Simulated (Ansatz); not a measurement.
## TiO2 (Anatase): a many-body input that goes wrong, and its mend

A first try at the G0W0 gap of TiO2 (Anatase), what the program said, and an input that works.

Calculated with Ansatz 0.2.0; G0W0 on PBE, plane waves, PAW.

### 1. The structure

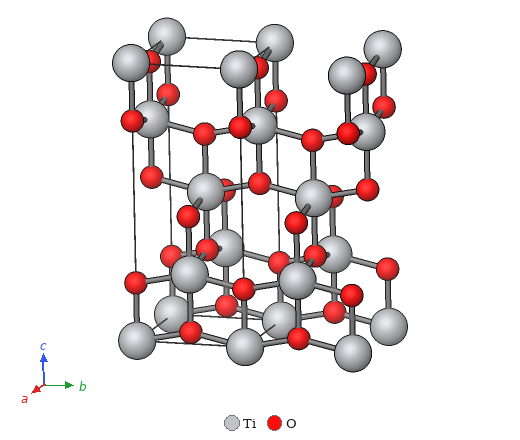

The cell as given, slightly off an axis (titanium light grey, oxygen red). 1×2×1 cells are drawn. This picture shows the conventional cell, with its axes. Some periodic images of atoms are drawn too.

The cell and positions come from the Crystallography Open Database and are kept as given unless a step says otherwise. The default PAW set here is soft_2. Its files were made with PBE.

### 2. First try

input.yaml

```yaml
crystal:
  lattice:
    - [-1.8921, 1.8921, 4.7573]
    - [1.8921, -1.8921, 4.7573]
    - [1.8921, 1.8921, -4.7573]
  atoms:
    - { symbol: Ti, position: [0.0, 0.0, 0.0] }
    - { symbol: Ti, position: [0.75, 0.25, 0.5] }
    - { symbol: O, position: [0.2081, 0.2081, 0.0] }
    - { symbol: O, position: [0.9581, 0.4581, 0.5] }
    - { symbol: O, position: [0.5419, 0.0419, 0.5] }
    - { symbol: O, position: [0.7919, 0.7919, 0.0] }
kpoints:
  mp_grid: { grid: [6, 6, 6] }
hamiltonian:
  xc: pbe
scf:
  occupations: { method: fixed }
gw:
  n_empty_bands: 71
  ecut_chi: 60
  qp_bands: [v2, c2]
  qp_kpoints: band_edges
  screening: { model: contour_deformation }
  q_mesh: [7, 7, 7]
```

Started as:

```console
ansatz run input.yaml --threads 3 --pin off --max-ram 64512MiB --backend cuda --events-out ev --progress --plain --runs-dir out --devices 1 --max-vram 24GiB  # rebuilt from the run's record
```

Numbers of over 12 decimals in the logs are rounded to 6 here.

The program printed:

```text
Error: 3 input errors — fix all and re-run
  1. invalid value for `gw.q_mesh`: axis 0: q-mesh dimension 7 must divide 6, the k-mesh dimension that kpoints.mp_grid.grid gives — every k−q must land on a point of the k-mesh
  2. invalid value for `gw.q_mesh`: axis 1: q-mesh dimension 7 must divide 6, the k-mesh dimension that kpoints.mp_grid.grid gives — every k−q must land on a point of the k-mesh
  3. invalid value for `gw.q_mesh`: axis 2: q-mesh dimension 7 must divide 6, the k-mesh dimension that kpoints.mp_grid.grid gives — every k−q must land on a point of the k-mesh
```

Wall time 0.05 s (3 threads of AMD EPYC 7R13 (Zen 3), shared host); peak memory 0.043 GiB.

**What went wrong?**

The program refused the input before any cycle.

The program's message: “Error: 3 input errors — fix all and re-run”

The fault: q mesh that doesn't divide the k mesh. Each q must join two points of the k mesh.

### 3. A better input

G0W0 replaces the xc potential by the self-energy, built once from these orbitals. Only a window of levels is corrected, while the sums run over the empty bands that the input names.

Changes to input.yaml since step 2:

```diff
@@ -19,4 +19,4 @@
 gw:
-  n_empty_bands: 71
-  ecut_chi: 60
+  n_empty_bands: 88
+  ecut_chi: 69
   qp_bands: [v2, c2]
@@ -24,2 +24 @@
   screening: { model: contour_deformation }
-  q_mesh: [7, 7, 7]
```

The program printed:

```text
GPUs: using 1 of 1 available (devices: 1).
[...]
device memory: the entry about to start is reckoned to put 1.2 GiB on a device that reports 44.7 GiB free (of which the cap on the GPU budget leaves the run 24.0 GiB)
GPU FFT provider: cuFFT
GPU libraries: cuBLAS 13.8.2, cuFFT 12.4.0, cuSOLVER 12.3.4
Crystal: 6 atoms, lattice volume = 68.125 Å³
Basis set: ecut = 420 eV, 1315 PW (Γ)
Bands: 30, of which v1, the nominal top of the filled ones, is band 24 counted from 1 (23 counted from 0)
Symmetry: 16 space group operations
[...]
k-points: 30 of 216
[...]
GPU buffer pool allocated for 64000 grid points (all kernels)
GPU transforms: local potential and band sums: pruned to the plane-wave sphere, on 40×40×40
[...]
SCF iter   1: F=—  HF=-7277.469444 eV  |F-HF|=—  |Δ(HF+E_count)|=         —  Δρ=3.44e-3  dr2=3.18e-3  ethr=1.77e-3  ⟨swp⟩=4.1  Hψ=3412  notcnv=0  defer=78
[...]
0    23      6.8603   -25.3206     4.9583   -20.3244  0.7103     6.8223     6.8223  root
     0    24      6.8603   -25.3206     4.9583   -20.3244  0.7103     6.8223     6.8223  root
     0    25      9.4571   -13.0752    -6.1509   -20.7917  0.7359    11.0736    11.0227  root
     0    26     10.1979   -13.4563    -6.9950   -22.1402  0.7159    11.9630    11.8868  root
     1    23      6.6813   -25.8880     4.9672   -20.8930  0.7181     6.6535     6.6535  root
     1    24      7.0711   -25.7413     4.9313   -20.8004  0.7169     7.0616     7.0617  root
     1    25     10.2981   -13.3669    -7.0442   -22.0988  0.7158    12.0626    11.9858  root
     1    26     10.3998   -14.3012    -6.0593   -21.9275  0.7172    12.0289    11.9669  root
[...]
29    23      7.2097   -26.1440     4.8162   -21.3790  0.7224     7.2608     7.2609  root
    29    24      7.2097   -26.1440     4.8162   -21.3790  0.7224     7.2608     7.2609  root
    29    25      9.8146   -13.2308    -6.5536   -21.4109  0.7269    11.5043    11.4411  root
    29    26      9.8146   -13.2308    -6.5536   -21.4109  0.7269    11.5043    11.4411  root
[key lines of the parts left out:]
SCF converged after 6 iterations
Free energy (F): -7277.471112 eV
Fermi energy:    7.290149 eV
```

The job ended after 98 s (1 × NVIDIA H100 80GB HBM3 (shared by 3 runs) with 3 threads; peak memory 1.2 GiB; 2.4 min of CPU time).

The column dr2 measures how far the density is from self-consistency, as an energy; F and HF (Harris–Foulkes) agree once it is small.

This step gave:

```yaml
bands_summed: 112
rpa_eps_infinity_on_this_mesh_eigenvalues: 6.106, 6.651, 6.651
plane_waves_in_the_screening_matrix: 103
q_points_in_the_mesh: 216
g0w0_gap_on_the_mesh: 3.707 eV
k_of_the_valence_top: 0, 0, -0.5
k_of_the_conduction_bottom: 0, 0, 0
starting_gap_on_the_mesh: 2.167 eV
z_at_the_valence_top: 0.7171
z_at_the_conduction_bottom: 0.7359
least_direct_g0w0_gap_on_the_computed_points: 4.023 eV
```

The gap on the mesh goes from 2.17 eV to 3.71 eV, a correction of +1.54 eV. Between the two edge states, bare exchange in place of the xc potential would open the gap by 12.59 eV, and correlation takes back 11.05 eV.

### 4. Summary of results

```yaml
first_try: refused after 0.05 s
better_run: G0W0 gap on the mesh 3.71 eV (6×6×6 mesh, 88 empty bands, screening to 69 eV)
```

The second run differs in: empty bands, screening cutoff (eV) and q mesh. Bands and cutoff are finite, so the gap is not at the basis limit. The miss can reach some tenths of an eV and take either sign; the mesh is an error of its own.

[Paths, hosts, dates, memory and timing lines, banners, echoed tables and standing remarks are left out of the program output.]

[Logs are printed without paths, hosts, clocks, repeated set-up lines and the standing remarks that a program may print on its own settings, such as how far it seeks lower states.]

[Runs of the session that timed out or met a known fault of the program may be left out.]

[Cells called generated may have been cut or substituted from an entry of the Crystallography Open Database or the Materials Project.]

[No measured gap is set beside runs whose start may be inverted or whose files or cutoffs have a known fault.]

[Hosts, paths, dates, database ids (printed as entryN), source tags and the programs' standing remarks are cut or masked in the printed files.]
